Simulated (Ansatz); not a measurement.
**CH6BClSi: rotation by 180° about the C1–B2 bond**

Wanted: the energy profile along the rotation by 180° about the C1–B2 bond, from relaxed end points and a band of images. SMILES of the start: CB[SiH2]Cl.

Method: RKS PBE-D4/6-31G*, in Ansatz 0.2.0.

1 further run of the same task is left out (it didn't finish).

## (1) The starting structure

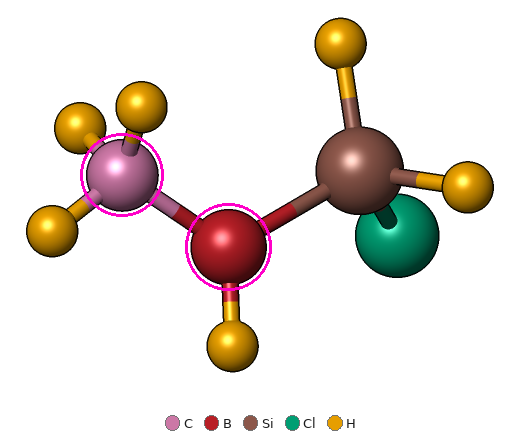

Start, viewed from a chosen angle; carbon pink, boron red, silicon brown, chlorine teal, hydrogen amber. Ringed: C1, B2.

Structure file:

```xyz
10

C    -1.3067    0.7062   -0.2326
B    -0.4973   -0.5349    0.1116
Si    1.4025   -0.3952    0.2622
Cl    2.4141   -1.6449   -1.1342
H    -1.2095    1.5174    0.5203
H    -1.0321    1.1700   -1.2277
H    -2.4020    0.4783   -0.2921
H    -0.9842   -1.5585    0.2681
H     1.8446   -0.7831    1.6727
H     1.8536    0.9936    0.0545
```

## (2) End point A

The input, input.yaml:

```yaml
crystal:
  periodic: [false, false, false]
  atoms:
    - { symbol: C, position_ang: [-1.3067, 0.7062, -0.2326] }
    - { symbol: B, position_ang: [-0.4973, -0.5349, 0.1116] }
    - { symbol: Si, position_ang: [1.4025, -0.3952, 0.2622] }
    - { symbol: Cl, position_ang: [2.4141, -1.6449, -1.1342] }
    - { symbol: H, position_ang: [-1.2095, 1.5174, 0.5203] }
    - { symbol: H, position_ang: [-1.0321, 1.17, -1.2277] }
    - { symbol: H, position_ang: [-2.402, 0.4783, -0.2921] }
    - { symbol: H, position_ang: [-0.9842, -1.5585, 0.2681] }
    - { symbol: H, position_ang: [1.8446, -0.7831, 1.6727] }
    - { symbol: H, position_ang: [1.8536, 0.9936, 0.0545] }
basis:
  gaussian: { orbitals: "6-31G*" }
hamiltonian:
  xc: pbe
  dispersion: d4
relax:
  f_tol: 0.015
  max_steps: 40
output:
  orbitals: {}
```

The run is started by

```sh
$ ansatz run input.yaml --threads 1 --pin off --max-ram 2048MiB --backend cpu --events-out ev --progress --plain --runs-dir out
```

What it wrote, cut to the lines that bear on the results:

```text
Warning: RAYON_NUM_THREADS=1 ignored (pool sized by the plan → 1); use --threads N
[...]
Functional definition: PBE
[...]
1009 factors; their error is unknown
[...]
mean field -22198.47397176 eV, -815.7788717961 hartree, gradient 1.0e-5 eV, S^2 0.000000; 0 other end points of the search recorded, 0 dependent functions left out
[...]
reference -22198.47400325 eV, -815.7788729534 hartree; 24, 24 occupied and 56, 56 virtual orbitals, 1009 factors
relax step   1: F+E_penalty+E_count = -22198.67439436 eV  Δ(F+E_penalty+E_count) = +0.000e0 eV  max|allowed force component| = 1.883e0 eV/Å  Δτ_max = 0.0000 Å  (26 SCF iters, accepted)
[...]
relax step   4: F+E_penalty+E_count = -22198.95948337 eV  Δ(F+E_penalty+E_count) = -8.844e-3 eV  max|allowed force component| = 9.516e-2 eV/Å  Δτ_max = 0.0309 Å  (27 SCF iters, accepted)
[...]
relax step   7: F+E_penalty+E_count = -22198.96675215 eV  Δ(F+E_penalty+E_count) = -9.744e-4 eV  max|allowed force component| = 2.520e-1 eV/Å  Δτ_max = 0.1630 Å  (26 SCF iters, accepted)
[...]
relax step  10: F+E_penalty+E_count = -22198.98530062 eV  Δ(F+E_penalty+E_count) = -4.396e-3 eV  max|allowed force component| = 6.943e-2 eV/Å  Δτ_max = 0.0615 Å  (27 SCF iters, accepted)
[...]
relax step  12: F+E_penalty+E_count = -22198.98900179 eV  Δ(F+E_penalty+E_count) = -2.320e-3 eV  max|allowed force component| = 9.665e-2 eV/Å  Δτ_max = 0.0212 Å  (27 SCF iters, accepted)
[...]
relax step  13: F+E_penalty+E_count = -22198.99167502 eV  Δ(F+E_penalty+E_count) = -2.673e-3 eV  max|allowed force component| = 8.578e-2 eV/Å  Δτ_max = 0.0852 Å  (26 SCF iters, accepted)
[...]
1009 factors; their error is unknown
mean field -22198.79884884 eV, -815.7908108087 hartree, gradient 7.4e-6 eV, S^2 0.000000; 0 other end points of the search recorded, 0 dependent functions left out
[...]
reference -22198.79888017 eV, -815.7908119599 hartree; 24, 24 occupied and 56, 56 virtual orbitals, 1009 factors
```

## (3) The output, continued: end point A relaxed

The log, continued:

```text
relax step  14: F+E_penalty+E_count = -22198.99294871 eV  Δ(F+E_penalty+E_count) = -1.274e-3 eV  max|allowed force component| = 1.386e-1 eV/Å  Δτ_max = 0.1605 Å  (26 SCF iters, accepted)
these checks for a lower state are left out or cut short: starts, cluster_reference, orbital_swaps, neighbouring_geometries, increment
1009 factors; their error is unknown
mean field -22198.80044511 eV, -815.7908694705 hartree, gradient 5.8e-6 eV, S^2 0.000000; 0 other end points of the search recorded, 0 dependent functions left out
the calculation of the forces begins
reference -22198.80047649 eV, -815.7908706237 hartree; 24, 24 occupied and 56, 56 virtual orbitals, 1009 factors
relax step  15: F+E_penalty+E_count = -22198.99445282 eV  Δ(F+E_penalty+E_count) = -1.504e-3 eV  max|allowed force component| = 9.427e-2 eV/Å  Δτ_max = 0.0277 Å  (27 SCF iters, accepted)
these checks for a lower state are left out or cut short: starts, cluster_reference, orbital_swaps, neighbouring_geometries, increment
1009 factors; their error is unknown
mean field -22198.80122208 eV, -815.7908980236 hartree, gradient 5.8e-6 eV, S^2 0.000000; 0 other end points of the search recorded, 0 dependent functions left out
the calculation of the forces begins
reference -22198.80125344 eV, -815.7908991758 hartree; 24, 24 occupied and 56, 56 virtual orbitals, 1009 factors
relax step  16: F+E_penalty+E_count = -22198.99542116 eV  Δ(F+E_penalty+E_count) = -9.683e-4 eV  max|allowed force component| = 2.469e-2 eV/Å  Δτ_max = 0.0173 Å  (28 SCF iters, accepted)
these checks for a lower state are left out or cut short: starts, cluster_reference, orbital_swaps, neighbouring_geometries, increment
1009 factors; their error is unknown
mean field evaluation 128: about -22198.8012 eV, gradient 1.0e-3 eV
mean field -22198.80117167 eV, -815.7908961711 hartree, gradient 5.8e-6 eV, S^2 0.000000; 0 other end points of the search recorded, 0 dependent functions left out
the calculation of the forces begins
reference -22198.80120299 eV, -815.7908973221 hartree; 24, 24 occupied and 56, 56 virtual orbitals, 1009 factors
relax step  17: F+E_penalty+E_count = -22198.99557242 eV  Δ(F+E_penalty+E_count) = -1.513e-4 eV  max|allowed force component| = 5.011e-2 eV/Å  Δτ_max = 0.0122 Å  (28 SCF iters, accepted)
these checks for a lower state are left out or cut short: starts, cluster_reference, orbital_swaps, neighbouring_geometries, increment
1009 factors; their error is unknown
mean field -22198.80240285 eV, -815.7909414161 hartree, gradient 5.8e-6 eV, S^2 0.000000; 0 other end points of the search recorded, 0 dependent functions left out
the calculation of the forces begins
reference -22198.80243407 eV, -815.7909425635 hartree; 24, 24 occupied and 56, 56 virtual orbitals, 1009 factors
relax step  18: F+E_penalty+E_count = -22198.99661428 eV  Δ(F+E_penalty+E_count) = -1.042e-3 eV  max|allowed force component| = 5.872e-2 eV/Å  Δτ_max = 0.0676 Å  (26 SCF iters, accepted)
these checks for a lower state are left out or cut short: starts, cluster_reference, orbital_swaps, neighbouring_geometries, increment
1009 factors; their error is unknown
mean field -22198.80279105 eV, -815.7909556823 hartree, gradient 5.8e-6 eV, S^2 0.000000; 0 other end points of the search recorded, 0 dependent functions left out
the calculation of the forces begins
reference -22198.80282235 eV, -815.7909568324 hartree; 24, 24 occupied and 56, 56 virtual orbitals, 1009 factors
relax step  19: F+E_penalty+E_count = -22198.99677503 eV  Δ(F+E_penalty+E_count) = -1.607e-4 eV  max|allowed force component| = 7.642e-2 eV/Å  Δτ_max = 0.0883 Å  (26 SCF iters, accepted)
these checks for a lower state are left out or cut short: starts, cluster_reference, orbital_swaps, neighbouring_geometries, increment
1009 factors; their error is unknown
mean field -22198.80324983 eV, -815.7909725421 hartree, gradient 5.9e-6 eV, S^2 0.000000; 0 other end points of the search recorded, 0 dependent functions left out
the calculation of the forces begins
reference -22198.80328111 eV, -815.7909736916 hartree; 24, 24 occupied and 56, 56 virtual orbitals, 1009 factors
relax step  20: F+E_penalty+E_count = -22198.99736578 eV  Δ(F+E_penalty+E_count) = -5.908e-4 eV  max|allowed force component| = 4.605e-2 eV/Å  Δτ_max = 0.0120 Å  (28 SCF iters, accepted)
these checks for a lower state are left out or cut short: starts, cluster_reference, orbital_swaps, neighbouring_geometries, increment
1009 factors; their error is unknown
mean field -22198.80350636 eV, -815.7909819692 hartree, gradient 5.8e-6 eV, S^2 0.000000; 0 other end points of the search recorded, 0 dependent functions left out
the calculation of the forces begins
reference -22198.80353766 eV, -815.7909831195 hartree; 24, 24 occupied and 56, 56 virtual orbitals, 1009 factors
relax step  21: F+E_penalty+E_count = -22198.99767241 eV  Δ(F+E_penalty+E_count) = -3.066e-4 eV  max|allowed force component| = 2.517e-2 eV/Å  Δτ_max = 0.0160 Å  (28 SCF iters, accepted)
these checks for a lower state are left out or cut short: starts, cluster_reference, orbital_swaps, neighbouring_geometries, increment
1009 factors; their error is unknown
mean field evaluation 160: about -22198.8803 eV, gradient 5.0e-3 eV
mean field -22198.80374626 eV, -815.7909907855 hartree, gradient 5.9e-6 eV, S^2 0.000000; 0 other end points of the search recorded, 0 dependent functions left out
the calculation of the forces begins
reference -22198.80377761 eV, -815.7909919375 hartree; 24, 24 occupied and 56, 56 virtual orbitals, 1009 factors
relax step  22: F+E_penalty+E_count = -22198.99783950 eV  Δ(F+E_penalty+E_count) = -1.671e-4 eV  max|allowed force component| = 1.440e-2 eV/Å  Δτ_max = 0.0325 Å  (27 SCF iters, accepted)
these checks for a lower state are left out or cut short: starts, cluster_reference, orbital_swaps, neighbouring_geometries, increment
1009 factors; their error is unknown
mean field -22198.80385027 eV, -815.7909946077 hartree, gradient 6.0e-6 eV, S^2 0.000000; 0 other end points of the search recorded, 0 dependent functions left out
the calculation of the forces begins
reference -22198.80388170 eV, -815.7909957629 hartree; 24, 24 occupied and 56, 56 virtual orbitals, 1009 factors
relax step  23: F+E_penalty+E_count = -22198.99792267 eV  Δ(F+E_penalty+E_count) = -8.318e-5 eV  max|allowed force component| = 1.700e-2 eV/Å  Δτ_max = 0.0451 Å  (27 SCF iters, accepted)
these checks for a lower state are left out or cut short: starts, cluster_reference, orbital_swaps, neighbouring_geometries, increment
1009 factors; their error is unknown
mean field -22198.80391889 eV, -815.7909971296 hartree, gradient 1.5e-5 eV, S^2 0.000000; 0 other end points of the search recorded, 0 dependent functions left out
the calculation of the forces begins
reference -22198.80395034 eV, -815.7909982851 hartree; 24, 24 occupied and 56, 56 virtual orbitals, 1009 factors
relax step  24: F+E_penalty+E_count = -22198.99796382 eV  Δ(F+E_penalty+E_count) = -4.114e-5 eV  max|allowed force component| = 1.266e-2 eV/Å  Δτ_max = 0.0054 Å  (21 SCF iters, accepted)
1009 factors; their error is unknown
mean field evaluation 192: about -22198.8039 eV, gradient 5.5e-3 eV
mean field -22198.80391889 eV, -815.7909971296 hartree, gradient 1.5e-5 eV, S^2 0.000000; 1 other end points of the search recorded, 0 dependent functions left out
the calculation of the forces begins
reference -22198.80395034 eV, -815.7909982851 hartree; 24, 24 occupied and 56, 56 virtual orbitals, 1009 factors
Total energy: -22198.99799526 eV, -815.7981293046 hartree
Atom 0 at    -1.408190     0.726843    -0.047185 Å, force     0.002321     0.001590    -0.007174 eV/Å
Atom 1 at    -0.470657    -0.507526    -0.243591 Å, force    -0.012662    -0.007580     0.010873 eV/Å
Atom 2 at     1.490983    -0.392507     0.237847 Å, force     0.009967     0.000925    -0.002627 eV/Å
Atom 3 at     2.650966    -1.979391    -0.492170 Å, force    -0.005416     0.003751     0.002641 eV/Å
Atom 4 at    -1.022340     1.567248     0.553222 Å, force     0.002001    -0.002873    -0.000805 eV/Å
Atom 5 at    -1.568149     1.116424    -1.079113 Å, force    -0.000517    -0.001777     0.004010 eV/Å
Atom 6 at    -2.418043     0.449475     0.305558 Å, force     0.002872    -0.002403    -0.001916 eV/Å
Atom 7 at    -0.930608    -1.523908    -0.707308 Å, force     0.007748     0.011745     0.000396 eV/Å
Atom 8 at     1.637375    -0.386271     1.737326 Å, force    -0.003657     0.000106    -0.008264 eV/Å
Atom 9 at     2.121662     0.878514    -0.261785 Å, force    -0.002658    -0.003484     0.002864 eV/Å
Dipole moment:    -0.504040     0.402042     0.065154 e Å
```

Wall time 36 s (1 thread of Intel Xeon 6975P-C (Granite Rapids), shared host); peak memory 0.16 GiB.

Step by step:

```
step  energy from step 1 (eV)  largest force component (eV/Å)
   1                   0.0000                          1.8834
   2                  -0.2356                          0.8455
   3                  -0.2762                          0.3625
   4                  -0.2851                          0.0952
   5                  -0.2866                          0.0510
   6                  -0.2914                          0.0632
   7                  -0.2924                          0.2520
   8                  -0.3065                          0.0970
  9x                  -0.2804                          0.4615
  10                  -0.3109                          0.0694
  11                  -0.3123                          0.2019
  12                  -0.3146                          0.0967
  13                  -0.3173                          0.0858
  14                  -0.3186                          0.1386
  15                  -0.3201                          0.0943
  16                  -0.3210                          0.0247
  17                  -0.3212                          0.0501
  18                  -0.3222                          0.0587
  19                  -0.3224                          0.0764
  20                  -0.3230                          0.0460
  21                  -0.3233                          0.0252
  22                  -0.3234                          0.0144
  23                  -0.3235                          0.0170
  24                  -0.3236                          0.0127
```

Step 1 is the start. 1 step was tried and not accepted (marked x).

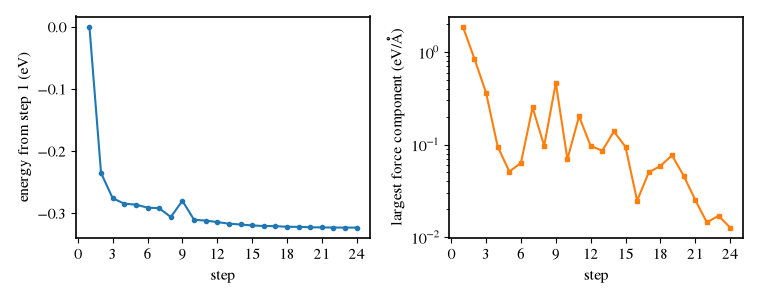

How energy and force went from step to step.

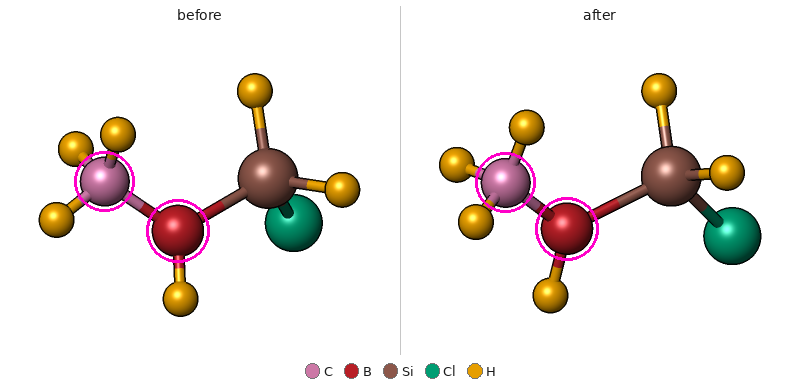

Before and after, at one scale.

After: Bond lengths: C1–B2 1.562 Å, B2–Si3 2.023 Å, Si3–Cl4 2.097 Å, C1–H5 1.103 Å, C1–H6 1.115 Å, C1–H7 1.105 Å, B2–H8 1.208 Å, Si3–H9 1.507 Å, Si3–H10 1.504 Å. Angles (14 of 15 angles, heavy atoms first): C1–B2–Si3 120.5°, B2–Si3–Cl4 114.2°, C1–B2–H8 119.0°, Si3–B2–H8 120.6°, B2–C1–H5 117.4°, B2–C1–H6 104.2°, B2–C1–H7 113.0°, B2–Si3–H9 109.3°, B2–Si3–H10 112.1°, Cl4–Si3–H9 107.2°, Cl4–Si3–H10 107.0°, H5–C1–H6 106.7°, H5–C1–H7 109.7°, H6–C1–H7 104.6°.

## (4) End point B

The second end starts from a geometry with the move made by hand.

The input, input.yaml:

```yaml
crystal:
  periodic: [false, false, false]
  atoms:
    - { symbol: C, position_ang: [-1.3067, 0.7062, -0.2326] }
    - { symbol: B, position_ang: [-0.4973, -0.5349, 0.1116] }
    - { symbol: Si, position_ang: [-1.40638, -2.19374, 0.38231] }
    - { symbol: Cl, position_ang: [-1.09635, -2.97057, 2.34074] }
    - { symbol: H, position_ang: [-1.2095, 1.5174, 0.5203] }
    - { symbol: H, position_ang: [-1.0321, 1.17, -1.2277] }
    - { symbol: H, position_ang: [-2.402, 0.4783, -0.2921] }
    - { symbol: H, position_ang: [0.64033, -0.5091, 0.23182] }
    - { symbol: H, position_ang: [-0.92169, -3.22692, -0.63407] }
    - { symbol: H, position_ang: [-2.85789, -2.04854, 0.16458] }
basis:
  gaussian: { orbitals: "6-31G*" }
hamiltonian:
  xc: pbe
  dispersion: d4
relax:
  f_tol: 0.015
  max_steps: 40
```

The run is started by

```sh
$ ansatz run input.yaml --threads 1 --pin off --max-ram 2048MiB --backend cpu --events-out ev --progress --plain --runs-dir out
```

What it wrote, cut to the lines that bear on the results:

```text
Warning: RAYON_NUM_THREADS=1 ignored (pool sized by the plan → 1); use --threads N
[...]
[... 1 set-up line as earlier in the session ...]
[...]
1009 factors; their error is unknown
[...]
mean field -22198.46947564 eV, -815.7787065666 hartree, gradient 1.4e-5 eV, S^2 0.000000; 0 other end points of the search recorded, 0 dependent functions left out
[...]
reference -22198.46950744 eV, -815.7787077352 hartree; 24, 24 occupied and 56, 56 virtual orbitals, 1009 factors
relax step   1: F+E_penalty+E_count = -22198.66992695 eV  Δ(F+E_penalty+E_count) = +0.000e0 eV  max|allowed force component| = 1.992e0 eV/Å  Δτ_max = 0.0000 Å  (26 SCF iters, accepted)
[...]
relax step   4: F+E_penalty+E_count = -22198.96639065 eV  Δ(F+E_penalty+E_count) = -1.133e-2 eV  max|allowed force component| = 9.686e-2 eV/Å  Δτ_max = 0.0401 Å  (27 SCF iters, accepted)
[...]
relax step   7: F+E_penalty+E_count = -22198.97289821 eV  Δ(F+E_penalty+E_count) = -1.906e-3 eV  max|allowed force component| = 4.828e-2 eV/Å  Δτ_max = 0.0562 Å  (27 SCF iters, accepted)
[...]
relax step  10: F+E_penalty+E_count = -22198.98219497 eV  Δ(F+E_penalty+E_count) = -5.651e-3 eV  max|allowed force component| = 1.971e-1 eV/Å  Δτ_max = 0.1817 Å  (25 SCF iters, accepted)
[...]
relax step  12: F+E_penalty+E_count = -22198.99024998 eV  Δ(F+E_penalty+E_count) = -4.537e-3 eV  max|allowed force component| = 1.328e-1 eV/Å  Δτ_max = 0.1247 Å  (27 SCF iters, accepted)
[...]
relax step  13: F+E_penalty+E_count = -22198.99377121 eV  Δ(F+E_penalty+E_count) = -3.521e-3 eV  max|allowed force component| = 8.332e-2 eV/Å  Δτ_max = 0.0722 Å  (28 SCF iters, accepted)
[...]
1009 factors; their error is unknown
```

## (5) More of the same log: end point B relaxed

The log, continued, cut to the lines that bear on the results:

```text
mean field -22198.80186865 eV, -815.7909217844 hartree, gradient 5.8e-6 eV, S^2 0.000000; 0 other end points of the search recorded, 0 dependent functions left out
[...]
reference -22198.80190043 eV, -815.7909229526 hartree; 24, 24 occupied and 56, 56 virtual orbitals, 1009 factors
relax step  14: F+E_penalty+E_count = -22198.99590010 eV  Δ(F+E_penalty+E_count) = -2.129e-3 eV  max|allowed force component| = 5.903e-2 eV/Å  Δτ_max = 0.0672 Å  (26 SCF iters, accepted)
[...]
relax step  20: F+E_penalty+E_count = -22198.99783986 eV  Δ(F+E_penalty+E_count) = -9.400e-5 eV  max|allowed force component| = 1.877e-2 eV/Å  Δτ_max = 0.0069 Å  (28 SCF iters, accepted)
[...]
relax step  21: F+E_penalty+E_count = -22198.99790337 eV  Δ(F+E_penalty+E_count) = -6.352e-5 eV  max|allowed force component| = 9.819e-3 eV/Å  Δτ_max = 0.0041 Å  (20 SCF iters, accepted)
1009 factors; their error is unknown
[...]
Atom 0 at    -1.273570     0.713821    -0.471871 Å, force    -0.007622    -0.002257     0.006543 eV/Å
Atom 1 at    -0.559212    -0.450021     0.285629 Å, force     0.009819     0.000515     0.002696 eV/Å
Atom 2 at    -1.474298    -2.239343     0.519456 Å, force     0.003289    -0.006958     0.003527 eV/Å
Atom 3 at    -0.573034    -3.480775     1.948867 Å, force    -0.000784     0.003208    -0.003453 eV/Å
Atom 4 at    -1.624423     1.385884     0.345646 Å, force     0.000169     0.002707    -0.002961 eV/Å
Atom 5 at    -0.584283     1.335499    -1.070318 Å, force     0.006144     0.001143    -0.001573 eV/Å
Atom 6 at    -2.162562     0.458054    -1.071707 Å, force    -0.001657    -0.001394    -0.000325 eV/Å
Atom 7 at     0.536540    -0.258670     0.756751 Å, force    -0.007864    -0.001509    -0.003486 eV/Å
Atom 8 at    -1.456359    -2.982339    -0.790733 Å, force    -0.000564     0.002709     0.000797 eV/Å
Atom 9 at    -2.918380    -2.093980     0.913160 Å, force    -0.000929     0.001834    -0.001765 eV/Å
Dipole moment:    -0.148562     0.540321    -0.323374 e Å
```

It took 31 s on 1 thread of Intel Xeon 6975P-C (Granite Rapids), shared host; peak memory 0.16 GiB.

The steps of the relaxation:

```
step  energy from step 1 (eV)  largest force component (eV/Å)
   1                   0.0000                          1.9924
   2                  -0.2406                          0.8117
   3                  -0.2851                          0.3445
   4                  -0.2965                          0.0969
   5                  -0.2989                          0.0465
   6                  -0.3011                          0.0242
   7                  -0.3030                          0.0483
   8                  -0.3046                          0.1240
   9                  -0.3066                          0.1010
  10                  -0.3123                          0.1971
  11                  -0.3158                          0.2448
  12                  -0.3203                          0.1328
  13                  -0.3238                          0.0833
  14                  -0.3260                          0.0590
  15                  -0.3262                          0.1142
  16                  -0.3271                          0.0294
  17                  -0.3274                          0.0078
  18                  -0.3278                          0.0232
  19                  -0.3278                          0.0383
  20                  -0.3279                          0.0188
  21                  -0.3280                          0.0098
```

Step 1 is the start.

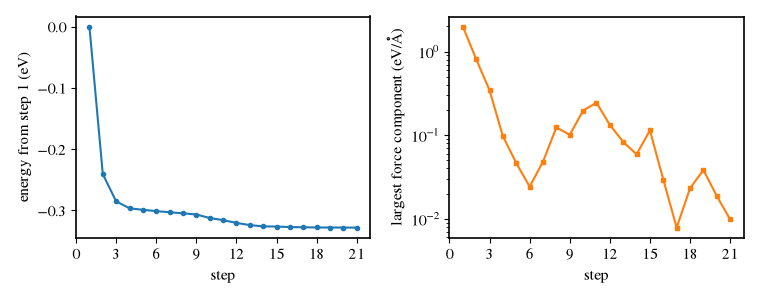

How energy and force went from step to step.

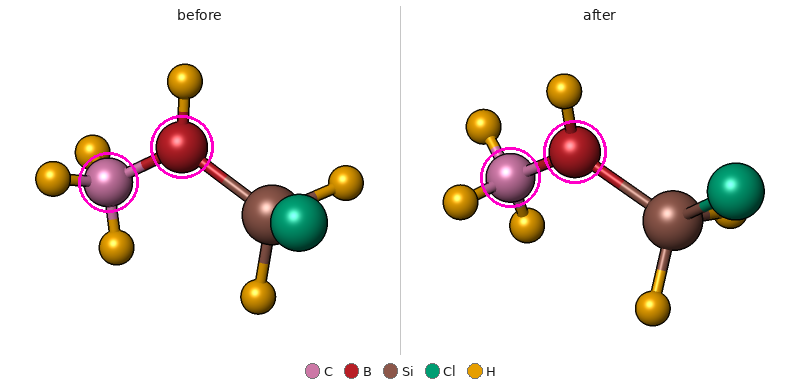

The structure before (left) and after (right), drawn at the same scale.

After: Bond lengths: C1–B2 1.562 Å, B2–Si3 2.023 Å, Si3–Cl4 2.097 Å, C1–H5 1.115 Å, C1–H6 1.104 Å, C1–H7 1.103 Å, B2–H8 1.208 Å, Si3–H9 1.506 Å, Si3–H10 1.504 Å. Angles (14 of 15 angles, heavy atoms first): C1–B2–Si3 120.5°, B2–Si3–Cl4 114.1°, C1–B2–H8 119.1°, Si3–B2–H8 120.3°, B2–C1–H5 103.7°, B2–C1–H6 113.4°, B2–C1–H7 117.4°, B2–Si3–H9 109.3°, B2–Si3–H10 112.3°, Cl4–Si3–H9 107.2°, Cl4–Si3–H10 106.9°, H5–C1–H6 104.7°, H5–C1–H7 106.6°, H6–C1–H7 109.8°.

[end of part 1 of 2]
